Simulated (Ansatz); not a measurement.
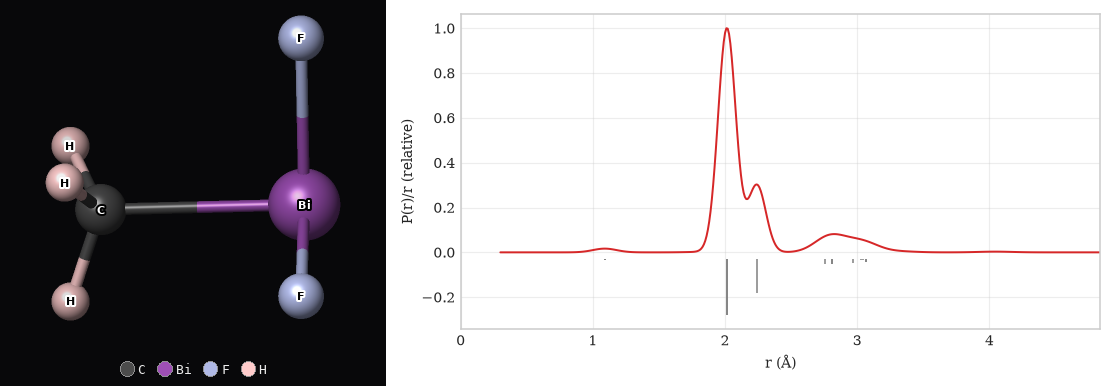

Simulated gas electron diffraction: radial distribution curve of CH3BiF2. Each pair of atoms contributes with weight ZᵢZⱼ/r (bars below the curve); damping constant 0.001 Å²; vibrational amplitudes assumed, not computed: 0.05 Å for bonds, 0.078 Å for bonds to H, 0.06 + 0.015 r up to 0.15 Å for other pairs. The geometry is the end point of an optimisation (Ansatz, RHF/def2-SVP); it may be a saddle point or a higher isomer. SMILES: [CH3][Bi]([F])[F].

### Assign the first 3 clear peaks of the radial distribution curve (– bonded, ··· not bonded).

Peak 1, 2.01 Å: Bi–F 2.01 Å (×2)
Peak 2, 2.24 Å: Bi–C 2.24 Å
Peak 3, 2.83 Å: Bi···H 2.76–2.81 Å (×3), F···F 2.97 Å, F···C 3.07 Å (×2), not resolved
